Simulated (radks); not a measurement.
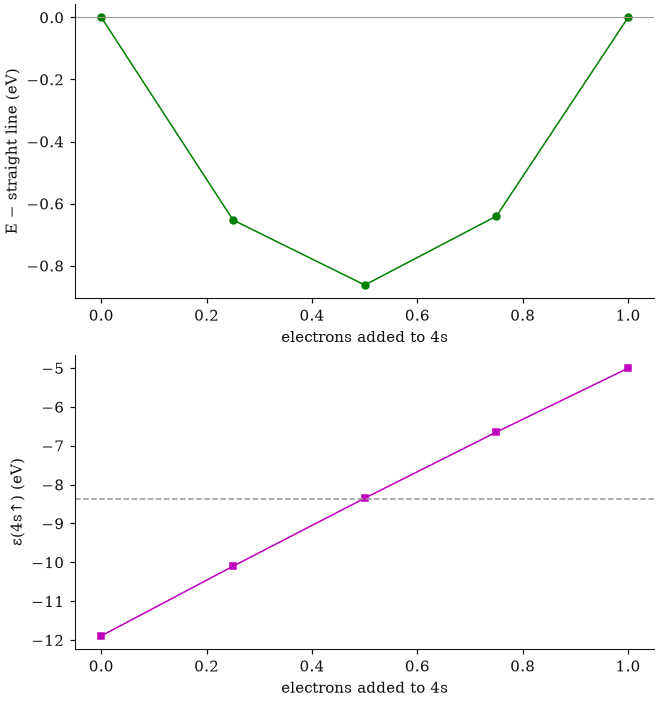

Level of theory: scalar-relativistic Kohn-Sham, PBE, spin-polarised, spherical densities, finite nucleus. Computed with the in-house radial solver radks. The occupation of the 4s shell is varied from Cu⁺ ([Ar] 3d10) to Cu ([Ar] 3d10 4s1 (high spin)), with spherical fractional occupations. The plot shows the total energy less the straight line between the end points, and the eigenvalue of 4s↑ (the dashed line is minus the energy to take the whole electron out).

What does the shape say about the method?

Answer. The curve is convex (below the straight line), with the largest deviation among the points computed, −0.86 eV, at 0.5. The end points differ by 8.38 eV, the energy to take the electron out. The eigenvalue, which is the slope of the energy (Janak's theorem), moves from −11.9 eV at 0 to −5.00 eV at 1; for a straight line it would stay constant, and a parabola would sag by an eighth of this change, scaled to a whole electron, 0.86 eV. Convexity is the delocalisation error: fractional charges are too low in energy.
